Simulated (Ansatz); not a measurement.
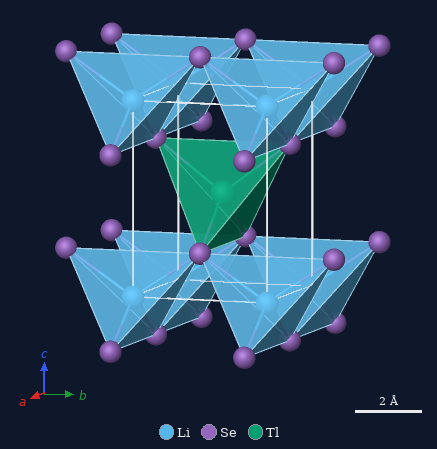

Structure drawing (polyhedral), viewed slightly off an axis. One conventional unit cell is framed, with atoms on its boundary repeated. A few atoms beyond the faces are included.

LiTlSe₂, space group P-4m2 (No. 115), a = 4.344 Å, b = 4.344 Å, c = 6.093 Å, α = 90.00°, β = 90.00°, γ = 90.00°. The model was built from a structure type filled with these elements by a generator (whether the compound takes this form wasn't checked). The cell was then strained or its atoms displaced on purpose. It was run through Ansatz as a DFT input.

This one geometry was computed with Ansatz (DFT, plane waves, PAW) at three levels of theory: HSE06, r2SCAN and PBE. It was relaxed with r2SCAN and then strained.

Question: Which level gives the highest pressure at this volume, and what does that say about its equilibrium volume?

Answer: Highest: PBE (-0.4 GPa), which points to the largest equilibrium volume. Lowest, with the smallest volume: HSE06 (-1.9 GPa) and r2SCAN (-1.6 GPa). Levels within 0.5 GPa of each other can't be told apart.

Question: How does the band gap change with the level of theory?

Answer: PBE: a gap of 0.38 eV, direct; r2SCAN: a gap of 0.63 eV, direct; HSE06: a gap of 1.08 eV, direct.

Question: Collect the results in a table.

Answer:
| level | cutoff (eV) | k-mesh of the run's cell | gap (eV) | pressure (GPa) |
| --- | --- | --- | --- | --- |
| HSE06 | 420 | 4×4×4 | 1.08 | -1.9 |
| r2SCAN | 500 | 6×6×4 | 0.63 | -1.6 |
| PBE | 420 | 6×6×4 | 0.38 | -0.4 |

Gaps are taken on the k-mesh or band path of each run.
